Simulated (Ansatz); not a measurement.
# Mg10Si3Sn2: what the fields show

```yaml
crystal:
  lattice:
    - [12.95332, 0.00000, -6.51240]
    - [0.00000, -6.50118, 0.00000]
    - [-9.71259, 0.00000, -3.25135]
  atoms:
    - { symbol: Mg, position: [0.59003, 0.74980, 0.28569] }
    - { symbol: Mg, position: [0.09003, 0.24980, 0.28569] }
    - { symbol: Mg, position: [0.19856, 0.74168, 0.09292] }
    - { symbol: Mg, position: [0.69856, 0.24168, 0.09292] }
    - { symbol: Mg, position: [0.80144, 0.74168, 0.90708] }
    - { symbol: Mg, position: [0.30144, 0.24168, 0.90708] }
    - { symbol: Mg, position: [0.40997, 0.74980, 0.71431] }
    - { symbol: Mg, position: [0.90997, 0.24980, 0.71431] }
    - { symbol: Mg, position: [0.00000, 0.76686, 0.50000] }
    - { symbol: Mg, position: [0.50000, 0.26686, 0.50000] }
    - { symbol: Mg, position: [0.90997, 0.75020, 0.71431] }
    - { symbol: Mg, position: [0.40997, 0.25020, 0.71431] }
    - { symbol: Mg, position: [0.50000, 0.73314, 0.50000] }
    - { symbol: Mg, position: [0.00000, 0.23314, 0.50000] }
    - { symbol: Mg, position: [0.09003, 0.75020, 0.28569] }
    - { symbol: Mg, position: [0.59003, 0.25020, 0.28569] }
    - { symbol: Mg, position: [0.69856, 0.75832, 0.09292] }
    - { symbol: Mg, position: [0.19856, 0.25832, 0.09292] }
    - { symbol: Mg, position: [0.30144, 0.75832, 0.90708] }
    - { symbol: Mg, position: [0.80144, 0.25832, 0.90708] }
    - { symbol: Sn, position: [0.19988, 0.50000, 0.60107] }
    - { symbol: Sn, position: [0.69988, 0.00000, 0.60107] }
    - { symbol: Sn, position: [0.80012, 0.50000, 0.39893] }
    - { symbol: Sn, position: [0.30012, 0.00000, 0.39893] }
    - { symbol: Si, position: [0.39741, 0.50000, 0.19519] }
    - { symbol: Si, position: [0.89741, 0.00000, 0.19519] }
    - { symbol: Si, position: [0.00000, 0.50000, 0.00000] }
    - { symbol: Si, position: [0.50000, 0.00000, 0.00000] }
    - { symbol: Si, position: [0.60259, 0.50000, 0.80481] }
    - { symbol: Si, position: [0.10259, 0.00000, 0.80481] }
```

Space group C2/m; a generated structure, not necessarily the stable one.

Theory: Ansatz 0.2.0, DFT PBEsol, scalar-relativistic, plane waves, PAW.

The density is the valence pseudo-density of a PAW calculation; it isn't the true density close to the nuclei.

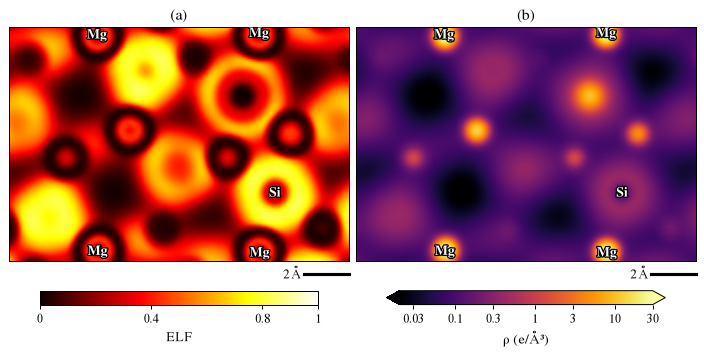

Figure 1. (a) electron localisation function; (b) valence electron density on the (011) plane of the conventional cell.

> What do the fields say about this system?

The plane passes through Mg and Si nuclei.
Atoms just off the plane (Mg, 0.3 Å away, Sn, 0.3 Å away and Si, 0.7 Å away) can leave unmarked features too.


Between the atoms the lowest density in this plane is 0.02 e/Å³.

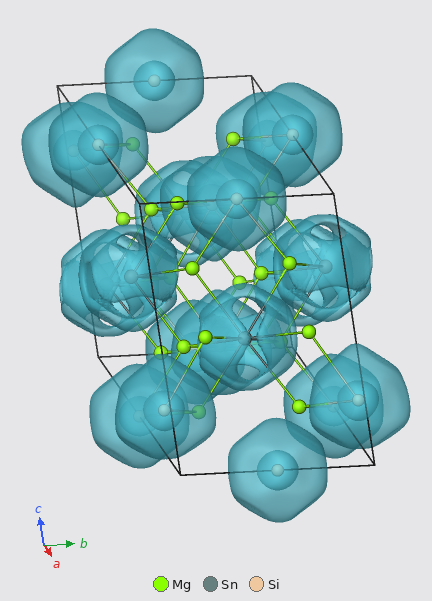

Figure 2. Isosurface of the electron localisation function at 0.6 (cyan), seen slightly off an axis. Core shells and regions of very low density are left out. Sticks mark near contacts.

> Identify the bonds, lone pairs and shells in this picture.

The surface consists of six regions wrapped around Si (the valence shell of each) and four regions wrapped around Sn (the valence shell of each), counted in one cell of 30 atoms. Regions shared between cells count once. Along the contacts the grid gives the following. Mg–Si (2.74 Å): the ELF peaks at about 0.85 in the valence shell of Si, 1.1 Å from its nucleus, and is about 0.80 at the midpoint. Mg–Sn (2.87 Å): the ELF peaks at about 0.65 in the valence shell of Sn, 1.5 Å from its nucleus, and is about 0.65 at the midpoint.
